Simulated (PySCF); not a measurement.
Vertical excitations of a molecule C3HF4, multiplicity 2 from PySCF 2.14.0 with TDA-PBE/def2-SVPD, as energy in eV (oscillator strength): 2.16 (0.002), 4.61 (0.000), 4.67 (0.000), 5.02 (0.001), 5.31 (0.001), 5.43 (0.004), 5.66 (0.000), 5.82 (0.022), 6.64 (0.001), 6.67 (0.009). The structure is a stationary point at B3LYP-D3(BJ)/def2-SVP. The values are those of a single conformer.

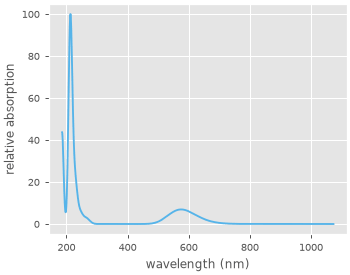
Figure. The lines broadened by 0.4 eV.

Question: Pick the molecule that these values belong to.
A) F/C=[C]/C(F)(F)F
B) F/[C]=C/C(F)(F)F
C) [CH]=C(F)C(F)(F)F

Answer: A, F/C=[C]/C(F)(F)F
